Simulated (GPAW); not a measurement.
## Property calculation of BH2BrF (charge −1)

The run: property calculation of BH2BrF, charge −1. Method and program: LDA (PW92)/dzp, scalar-relativistic datasets (GPAW 26.7.0).

The geometry comes from this level: GFN2-xTB.

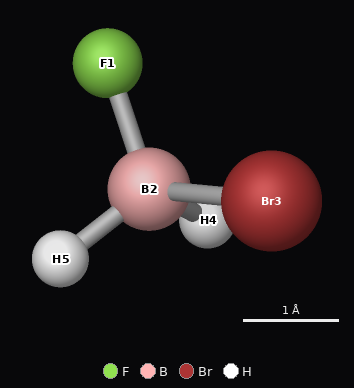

The structure as given in the input (ball-and-stick view, seen at a tilt; atoms are numbered from 1 in the order of the input). Bond lengths as drawn: B–Br 2.04 Å, B–F 1.40 Å and B–H 1.21 Å.

**The input (BBrFH2.py)**
```python
from ase.io.zmatrix import parse_zmatrix
from gpaw import GPAW

# Atomic positions
zmat = """
F
B 1 r2
Br 2 r3 1 a3
H 2 r4 1 a4 3 d4
H 2 r5 4 a5 1 d5
"""
values = dict(r2=1.400299, r3=2.041971, a3=108.35292, r4=1.212003, a4=110.34072, d4=-117.13948, r5=1.212329, a5=113.22049, d5=124.26152)
atoms = parse_zmatrix(zmat, defs=values)
atoms.center(vacuum=5.5)

# Ground state
calculator = GPAW(mode="lcao",
                  basis="dzp",
                  h=0.2,
                  xc="LDA",
                  charge=-1,
                  maxiter=100,
                  txt="-")
atoms.calc = calculator

energy = atoms.get_potential_energy()
print(f"Energy                  {energy:.5f} eV")
forces = atoms.get_forces()
print("Forces (eV/Ang)")
for symbol, f in zip(atoms.symbols, forces):
    print(f'{symbol:2} {f[0]:9.4f} {f[1]:9.4f} {f[2]:9.4f}')
homo, lumo = calculator.get_homo_lumo()
print(f"HOMO                    {homo:.3f} eV")
print(f"LUMO: {lumo:.3f} eV")
print(f"Gap = {lumo - homo:.3f} eV")
```

Launch command:
```bash
python BBrFH2.py
```

**What the program printed**
```
__  _  _
 | _ |_)|_||  |
 |__||  | ||/\| - 26.7.0

units:  Angstrom and eV
cores:  1
OpenMP: False

Versions:
  Python: 3.12.14
  ASE:    3.29.0
  Numpy:  2.5.5
  Scipy:  1.18.1
  Libxc:  7.0.0

        _gpaw.cpython-312-aarch64-linux-gnu.so

Input parameters:
  mode=LCAO(),
  basis={'default': 'dzp'},
  charge=-1,
  h=0.2,
  maxiter=100,
  xc=XC(name='LDA')
         .-------------------------------.
        /|                               |
       / |                               |
      /  |                               |
     /   |                               |
    /    |                               |
   /     |                               |
  /      |                               |
 *       |                               |
 |       |                               |
 |       |                               |
 |       |            H Br               |
 |       |        F   B                  |
 |       |                               |
 |       |            H                  |
 |       |                               |
 |       .-------------------------------.
 |      /                               /
 |     /                               /
 |    /                               /
 |   /                               /
 |  /                               /
 | /                               /
 |/                               /
 *-------------------------------*

Atoms  # Å, Bohr magnetons
|   | symbol |        x |        y |        z |    initial magnetic moments |
|---|--------|----------|----------|----------|-----------------------------|
| 0 |      F | 5.500000 | 6.018390 | 6.511303 | ( 0.0000,  0.0000,  0.0000) |
| 1 |      B | 6.900299 | 6.018390 | 6.511303 | ( 0.0000,  0.0000,  0.0000) |
| 2 |     Br | 7.543253 | 7.956496 | 6.511303 | ( 0.0000,  0.0000,  0.0000) |
| 3 |      H | 7.321594 | 5.500000 | 5.500000 | ( 0.0000,  0.0000,  0.0000) |
| 4 |      H | 7.322257 | 5.502867 | 7.524185 | ( 0.0000,  0.0000,  0.0000) |

Unit cell  # Å
| periodic |         x |         y |         z |   lengths |    angles |
|----------|-----------|-----------|-----------|-----------|-----------|
|       no | 13.043253 |  0.000000 |  0.000000 | 13.043253 | 90.000000 |
|       no |  0.000000 | 13.456496 |  0.000000 | 13.456496 | 90.000000 |
|       no |  0.000000 |  0.000000 | 13.024185 | 13.024185 | 90.000000 |

Number of symmetries: 1
Symmetry operations  # r_c * U_cc + t_c -> r_c
|   | kind |            matrix            |
|---|------|------------------------------|
| 0 |  E   |  1, 0, 0,  0, 1, 0,  0, 0, 1 |

BZ-sampling:
  Number of BZ points: 1
  Number of IBZ points: 1

  Monkhorst-Pack size: [1, 1, 1]
  Monkhorst-Pack shift: [0, 0, 0]

K-points  # in reciprocal-cell coordinates
|   |                                coordinates |     weight |
|---|--------------------------------------------|------------|
| 0 | (  0.00000000,   0.00000000,   0.00000000) | 1.00000000 |

basis functions: 49
Spin-components: 1 (collinear spins)
Bands:           14
Projectors:      21
Spin-degeneracy: 2
Datatype:        <class 'float'>

  Storage: CPU
  Wave functions: 5_488 bytes (5_488 per core)

Parallelization:
  kpt:    1
  domain: 1
  band:   1

Density:
  Valence electrons: 19.0
  Components: 1
  Grid points: [64 68 64]
  Charge: -1.0  # |e|

Potential:
  Grid points: [64 68 64]

species:
  F:
    name:    Fluorine
    Z:       9.0
    valence: 7
    core:    2
    charge:  0.0  # [|e|]
    file:    F.LDA.gz
    compensation charges:
      type: gauss
      rc: 0.20  # [Å]
      lmax: 2
    cutoffs:
      filter: 1.14  # [Å]
      core: 0.74  # [Å]
    projectors
    | kind |    occ | energy [eV] | rcut [Å] |
    |------|--------|-------------|----------|
    |   2s |  2.000 |     -29.647 |    0.635 |
    |   2p |  5.000 |     -11.293 |    0.635 |
    |    s |        |      -2.435 |    0.635 |
    |    p |        |      15.918 |    0.635 |
    |    d |        |       0.000 |    0.635 |

    LCAO basis set for F:
      Name: dzp
      File: F.dzp.basis.gz
      Number of radial functions: 5
      Number of spherical harmonics: 13
        l=0, rc=3.8594 Bohr: 2s-sz confined orbital
        l=1, rc=4.8750 Bohr: 2p-sz confined orbital
        l=0, rc=2.0156 Bohr: 2s-dz split-valence wave
        l=1, rc=2.6094 Bohr: 2p-dz split-valence wave
        l=2, rc=4.8750 Bohr: d-type Gaussian polarization
      Number of RI-basis functions 0

  B:
    name:    Boron
    Z:       5.0
    valence: 3
    core:    2
    charge:  0.0  # [|e|]
    file:    B.LDA.gz
    compensation charges:
      type: gauss
      rc: 0.20  # [Å]
      lmax: 2
    cutoffs:
      filter: 1.14  # [Å]
      core: 1.42  # [Å]
    projectors
    | kind |    occ | energy [eV] | rcut [Å] |
    |------|--------|-------------|----------|
    |   2s |  2.000 |      -9.383 |    0.635 |
    |   2p |  1.000 |      -3.714 |    0.635 |
    |    s |        |      17.828 |    0.635 |
    |    p |        |      23.498 |    0.635 |
    |    d |        |       0.000 |    0.635 |

    LCAO basis set for B:
      Name: dzp
      File: B.dzp.basis.gz
      Number of radial functions: 5
      Number of spherical harmonics: 13
        l=0, rc=6.6719 Bohr: 2s-sz confined orbital
        l=1, rc=8.2188 Bohr: 2p-sz confined orbital
        l=0, rc=3.7500 Bohr: 2s-dz split-valence wave
        l=1, rc=4.6094 Bohr: 2p-dz split-valence wave
        l=2, rc=8.2188 Bohr: d-type Gaussian polarization
      Number of RI-basis functions 0

  Br:
    name:    Bromine
    Z:       35.0
    valence: 7
    core:    28
    charge:  0.0  # [|e|]
    file:    Br.LDA.gz
    compensation charges:
      type: gauss
      rc: 0.35  # [Å]
      lmax: 2
    cutoffs:
      filter: 1.98  # [Å]
      core: 2.38  # [Å]
    projectors
    | kind |    occ | energy [eV] | rcut [Å] |
    |------|--------|-------------|----------|
    |   4s |  2.000 |     -20.306 |    1.111 |
    |   4p |  5.000 |      -8.003 |    1.111 |
    |    s |        |       6.906 |    1.111 |
    |    p |        |      19.208 |    1.111 |
    |    d |        |       0.000 |    1.111 |

    LCAO basis set for Br:
      Name: dzp
      File: Br.dzp.basis.gz
      Number of radial functions: 5
      Number of spherical harmonics: 13
        l=0, rc=5.3594 Bohr: 4s-sz confined orbital
        l=1, rc=6.8125 Bohr: 4p-sz confined orbital
        l=0, rc=2.9375 Bohr: 4s-dz split-valence wave
        l=1, rc=3.8906 Bohr: 4p-dz split-valence wave
        l=2, rc=6.8125 Bohr: d-type Gaussian polarization
      Number of RI-basis functions 0

  H:
    name:    Hydrogen
    Z:       1.0
    valence: 1
    core:    0
    charge:  0.0  # [|e|]
    file:    H.LDA.gz
    compensation charges:
      type: gauss
      rc: 0.15  # [Å]
      lmax: 2
    cutoffs:
      filter: 0.85  # [Å]
      core: 0.53  # [Å]
    projectors
    | kind |    occ | energy [eV] | rcut [Å] |
    |------|--------|-------------|----------|
    |   1s |  1.000 |      -6.353 |    0.476 |
    |    s |        |      20.858 |    0.476 |
    |    p |        |       0.000 |    0.476 |

    LCAO basis set for H:
      Name: dzp
      File: H.dzp.basis.gz
      Number of radial functions: 3
      Number of spherical harmonics: 5
        l=0, rc=6.4219 Bohr: 1s-sz confined orbital
        l=0, rc=3.6094 Bohr: 1s-dz split-valence wave
        l=1, rc=6.4219 Bohr: p-type Gaussian polarization
      Number of RI-basis functions 0

Reference energy: -74198.375381  # eV

eigensolver:
  <gpaw.new.lcao.eigensolver.LCAOEigensolver object at 0xe3cec4c8e870>
density mixing:
  MSR1-Mixer
  Pratt-step length: 0.05
  Maximum mixing coefficient: 0.75
  Old densities: 10
  SVD Regularization: 0.005
  Good broyden scale: 1.0
  Trust region scale: 1.0
  Backstep threshold: 4.0
  History deletion threshold: 6.0
  Fourier metric: weight=20.0, sigma=0.015

occupation numbers:
  # Zero width

FastPoissonSolver using
    Stencil: 6*3+1=19 point O(h^6) finite-difference Laplacian
    FFT axes: []
    FST axes: [np.int64(0), np.int64(2), np.int64(1)]

xc functional:
  name: None
interpolation: tri-quintic # 5. degree polynomial

         .-------------------------------.
        /|                               |
       / |                               |
      /  |                               |
     /   |                               |
    /    |                               |
   /     |                               |
  /      |                               |
 *       |                               |
 |       |                               |
 |       |                               |
 |       |            H Br               |
 |       |        F   B                  |
 |       |                               |
 |       |            H                  |
 |       |                               |
 |       .-------------------------------.
 |      /                               /
 |     /                               /
 |    /                               /
 |   /                               /
 |  /                               /
 | /                               /
 |/                               /
 *-------------------------------*

Atoms  # Å, Bohr magnetons
|   | symbol |        x |        y |        z |    initial magnetic moments |
|---|--------|----------|----------|----------|-----------------------------|
| 0 |      F | 5.500000 | 6.018390 | 6.511303 | ( 0.0000,  0.0000,  0.0000) |
| 1 |      B | 6.900299 | 6.018390 | 6.511303 | ( 0.0000,  0.0000,  0.0000) |
| 2 |     Br | 7.543253 | 7.956496 | 6.511303 | ( 0.0000,  0.0000,  0.0000) |
| 3 |      H | 7.321594 | 5.500000 | 5.500000 | ( 0.0000,  0.0000,  0.0000) |
| 4 |      H | 7.322257 | 5.502867 | 7.524185 | ( 0.0000,  0.0000,  0.0000) |

Unit cell  # Å
| periodic |         x |         y |         z |   lengths |    angles |
|----------|-----------|-----------|-----------|-----------|-----------|
|       no | 13.043253 |  0.000000 |  0.000000 | 13.043253 | 90.000000 |
|       no |  0.000000 | 13.456496 |  0.000000 | 13.456496 | 90.000000 |
|       no |  0.000000 |  0.000000 | 13.024185 | 13.024185 | 90.000000 |

Number of symmetries: 1
Symmetry operations  # r_c * U_cc + t_c -> r_c
|   | kind |            matrix            |
|---|------|------------------------------|
| 0 |  E   |  1, 0, 0,  0, 1, 0,  0, 0, 1 |

BZ-sampling:
  Number of BZ points: 1
  Number of IBZ points: 1

  Monkhorst-Pack size: [1, 1, 1]
  Monkhorst-Pack shift: [0, 0, 0]

K-points  # in reciprocal-cell coordinates
|   |                                coordinates |     weight |
|---|--------------------------------------------|------------|
| 0 | (  0.00000000,   0.00000000,   0.00000000) | 1.00000000 |

basis functions: 49
Spin-components: 1 (collinear spins)
Bands:           14
Projectors:      21
Spin-degeneracy: 2
Datatype:        <class 'float'>

  Storage: CPU
  Wave functions: 5_488 bytes (5_488 per core)

Parallelization:
  kpt:    1
  domain: 1
  band:   1

Density:
  Valence electrons: 19.0
  Components: 1
  Grid points: [64 68 64]
  Charge: -1.0  # |e|

Potential:
  Grid points: [64 68 64]

species:
  F:
    name:    Fluorine
    Z:       9.0
    valence: 7
    core:    2
    charge:  0.0  # [|e|]
    file:    F.LDA.gz
    compensation charges:
      type: gauss
      rc: 0.20  # [Å]
      lmax: 2
    cutoffs:
      filter: 1.14  # [Å]
      core: 0.74  # [Å]
    projectors
    | kind |    occ | energy [eV] | rcut [Å] |
    |------|--------|-------------|----------|
    |   2s |  2.000 |     -29.647 |    0.635 |
    |   2p |  5.000 |     -11.293 |    0.635 |
    |    s |        |      -2.435 |    0.635 |
    |    p |        |      15.918 |    0.635 |
    |    d |        |       0.000 |    0.635 |

    LCAO basis set for F:
      Name: dzp
      File: F.dzp.basis.gz
      Number of radial functions: 5
      Number of spherical harmonics: 13
        l=0, rc=3.8594 Bohr: 2s-sz confined orbital
        l=1, rc=4.8750 Bohr: 2p-sz confined orbital
        l=0, rc=2.0156 Bohr: 2s-dz split-valence wave
        l=1, rc=2.6094 Bohr: 2p-dz split-valence wave
        l=2, rc=4.8750 Bohr: d-type Gaussian polarization
      Number of RI-basis functions 0

  B:
    name:    Boron
    Z:       5.0
    valence: 3
    core:    2
    charge:  0.0  # [|e|]
    file:    B.LDA.gz
    compensation charges:
      type: gauss
      rc: 0.20  # [Å]
      lmax: 2
    cutoffs:
      filter: 1.14  # [Å]
      core: 1.42  # [Å]
    projectors
    | kind |    occ | energy [eV] | rcut [Å] |
    |------|--------|-------------|----------|
    |   2s |  2.000 |      -9.383 |    0.635 |
    |   2p |  1.000 |      -3.714 |    0.635 |
    |    s |        |      17.828 |    0.635 |
    |    p |        |      23.498 |    0.635 |
    |    d |        |       0.000 |    0.635 |

    LCAO basis set for B:
      Name: dzp
      File: B.dzp.basis.gz
      Number of radial functions: 5
      Number of spherical harmonics: 13
        l=0, rc=6.6719 Bohr: 2s-sz confined orbital
        l=1, rc=8.2188 Bohr: 2p-sz confined orbital
        l=0, rc=3.7500 Bohr: 2s-dz split-valence wave
        l=1, rc=4.6094 Bohr: 2p-dz split-valence wave
        l=2, rc=8.2188 Bohr: d-type Gaussian polarization
      Number of RI-basis functions 0

  Br:
    name:    Bromine
    Z:       35.0
    valence: 7
    core:    28
    charge:  0.0  # [|e|]
    file:    Br.LDA.gz
    compensation charges:
      type: gauss
      rc: 0.35  # [Å]
      lmax: 2
    cutoffs:
      filter: 1.98  # [Å]
      core: 2.38  # [Å]
    projectors
    | kind |    occ | energy [eV] | rcut [Å] |
    |------|--------|-------------|----------|
    |   4s |  2.000 |     -20.306 |    1.111 |
    |   4p |  5.000 |      -8.003 |    1.111 |
    |    s |        |       6.906 |    1.111 |
    |    p |        |      19.208 |    1.111 |
    |    d |        |       0.000 |    1.111 |

    LCAO basis set for Br:
      Name: dzp
      File: Br.dzp.basis.gz
      Number of radial functions: 5
      Number of spherical harmonics: 13
        l=0, rc=5.3594 Bohr: 4s-sz confined orbital
        l=1, rc=6.8125 Bohr: 4p-sz confined orbital
        l=0, rc=2.9375 Bohr: 4s-dz split-valence wave
        l=1, rc=3.8906 Bohr: 4p-dz split-valence wave
        l=2, rc=6.8125 Bohr: d-type Gaussian polarization
      Number of RI-basis functions 0

  H:
    name:    Hydrogen
    Z:       1.0
    valence: 1
    core:    0
    charge:  0.0  # [|e|]
    file:    H.LDA.gz
    compensation charges:
      type: gauss
      rc: 0.15  # [Å]
      lmax: 2
    cutoffs:
      filter: 0.85  # [Å]
      core: 0.53  # [Å]
    projectors
    | kind |    occ | energy [eV] | rcut [Å] |
    |------|--------|-------------|----------|
    |   1s |  1.000 |      -6.353 |    0.476 |
    |    s |        |      20.858 |    0.476 |
    |    p |        |       0.000 |    0.476 |

    LCAO basis set for H:
      Name: dzp
      File: H.dzp.basis.gz
      Number of radial functions: 3
      Number of spherical harmonics: 5
        l=0, rc=6.4219 Bohr: 1s-sz confined orbital
        l=0, rc=3.6094 Bohr: 1s-dz split-valence wave
        l=1, rc=6.4219 Bohr: p-type Gaussian polarization
      Number of RI-basis functions 0

Reference energy: -74198.375381  # eV

eigensolver:
  <gpaw.new.lcao.eigensolver.LCAOEigensolver object at 0xe3cec2ba5850>
density mixing:
  MSR1-Mixer
  Pratt-step length: 0.05
  Maximum mixing coefficient: 0.75
  Old densities: 10
  SVD Regularization: 0.005
  Good broyden scale: 1.0
  Trust region scale: 1.0
  Backstep threshold: 4.0
  History deletion threshold: 6.0
  Fourier metric: weight=20.0, sigma=0.015

occupation numbers:
  # Zero width

FastPoissonSolver using
    Stencil: 6*3+1=19 point O(h^6) finite-difference Laplacian
    FFT axes: []
    FST axes: [np.int64(0), np.int64(2), np.int64(1)]

xc functional:
  name: None
interpolation: tri-quintic # 5. degree polynomial

Initialization done in: 4.095 s

convergence criteria:
- Maximum [total energy] change in last 3 cyles: 0.0005 eV / valence electron
- Maximum integral of absolute [dens]ity change: 0.0001 electrons / valence electron
- Maximum integral of absolute [eigenst]ate change: 4e-08 eV^2 / valence electron
maximum number of iterations: 100

SCF iterations
|iter     |     time |      energy | eigst |  dens |
|---------|----------|-------------|-------|-------|
|iter:   1| 00:00:04 |  -23.066349 |      c|       |
|iter:   2| 00:00:04 |  -22.943285 |      c| -1.00 |
|iter:   3| 00:00:04 |  -22.430156 |      c| -1.04 |
|iter:   4| 00:00:05 |  -22.417196 |      c| -1.62 |
|iter:   5| 00:00:05 |  -22.416269 |      c| -2.19 |
|iter:   6| 00:00:05 |  -22.416263c|      c| -2.89 |
|iter:   7| 00:00:06 |  -22.416262c|      c| -3.41 |
|iter:   8| 00:00:06 |  -22.416262c|      c| -4.11c|

Converged in 8 steps
SCF loop duration: 2.223 s (0.278 s/step)
Energy contributions relative to reference atoms: (reference = -74198.375381)

Energy contributions:
  Kinetic:          35.278936
  Coulomb:         -28.570269
  Zero:              0.421684
  External:          0.000000
  Xc:              -29.546613
  Entropy:           0.000000
  Spinorbit:         0.000000
  ----------------------------
  Free energy:     -22.416262
  Extrapolated:    -22.416262

dipole moment: (-6.922711, -6.681072, -6.511584)  # |e|*Ang

Fermi level: 3.638
Eigenvalues  # (at kpt = [0.000, 0.000, 0.000])
| band index |      eig [eV] | occ [0-2] |
|------------|---------------|-----------|
|          0 |       -22.364 |     2.000 |
|        ... |               |           |
|          2 |        -6.637 |     2.000 |
|          3 |        -4.160 |     2.000 |
|          4 |        -4.097 |     2.000 |
|          5 |        -3.875 |     2.000 |
|          6 |        -1.281 |     2.000 |
|          7 |        -1.130 |     2.000 |
|          8 |        -0.635 |     2.000 |
|          9 |         0.074 |     2.000 |
|         10 |         7.203 |     0.000 |
|         11 |         8.252 |     0.000 |
|         12 |         9.082 |     0.000 |
|         13 |        10.201 |     0.000 |

Gap: 7.128 eV
Transition (v -> c):
  (s=0, k=0, n=9, [0.00, 0.00, 0.00]) -> (s=0, k=0, n=10, [0.00, 0.00, 0.00])
No difference between direct/indirect transitions
vacuum-level: 0.000  # V
Energy                  -22.41626 eV

Forces  # eV/Ang
|        x |        y |        z |
|----------|----------|----------|
| -0.64214 |  0.07075 | -0.00069 |  # F    0
| -0.75070 | -0.13881 |  0.00949 |  # B    1
|  0.31500 |  0.58810 | -0.00341 |  # Br   2
|  0.51552 | -0.27477 | -0.69932 |  # H    3
|  0.51068 | -0.27522 |  0.69250 |  # H    4

Force computation time: 0.103  # s
Forces (eV/Ang)
F    -0.6421    0.0708   -0.0007
B    -0.7507   -0.1388    0.0095
Br    0.3150    0.5881   -0.0034
H     0.5155   -0.2748   -0.6993
H     0.5107   -0.2752    0.6925
HOMO                    0.074 eV
LUMO: 7.203 eV
Gap = 7.128 eV
```

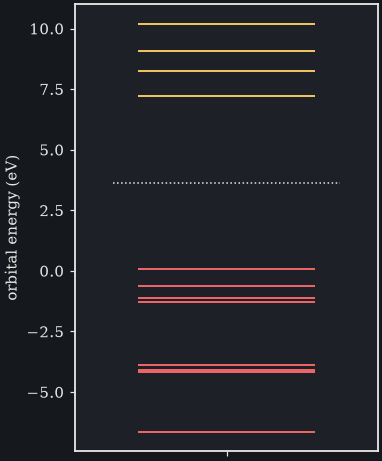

Orbital energies near the frontier; the dotted line parts filled from empty levels, and levels within 0.02 eV of each other stand side by side. Highest filled 0.07 eV, lowest empty 7.20 eV, 7.13 eV apart.

**Key numbers**

| quantity | value |
| --- | --- |
| outcome | converged |
| energy relative to the program's reference atoms | −22.4163 eV |
| basis functions | 49 |
| largest force | 0.911 eV/Å |
| HOMO | 0.07 eV |
| LUMO | 7.20 eV |
| hardware | 1 thread of Arm Neoverse V2, 24 GiB of memory available, shared host |
| wall time | 6.9 s |
| peak memory | 0.73 GiB |

**Remarks**

Further notes kept with the run: highest occupied level above vacuum.
